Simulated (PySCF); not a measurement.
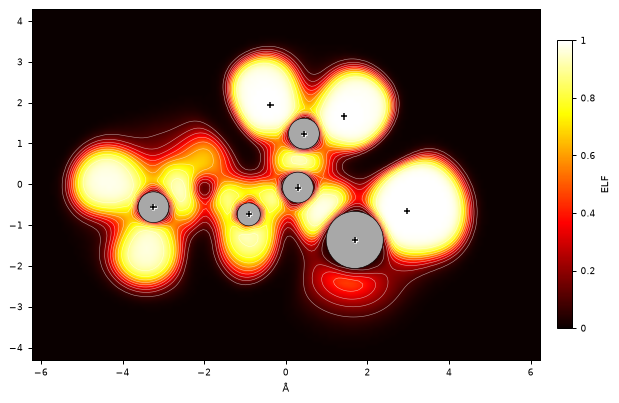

The electron localisation function on a plane through atoms (crosses mark nuclei in the plane; grey discs cover the cores).

Computed with PySCF 2.14.0, PBE0/pcSseg-1, SCF density, gas phase, non-relativistic.

Candidates:
A. C3H12Si4
B. C4H8OSi (SMILES C=COC(=C)[SiH3])
C. C5H10BNO (SMILES CCB(CC)N=C=O)

Question: Which candidate gave the map?

Answer: Candidate B: C4H8OSi on the plane of atoms C4, C5 and H10, which holds C, O, Si and H. C–C (1.33 Å): the ELF peaks at about 0.95 between the atoms; a multiple bond. C–O (1.37 Å): the ELF peaks at about 0.90 between the atoms, as expected for a shared but strongly polarised pair.
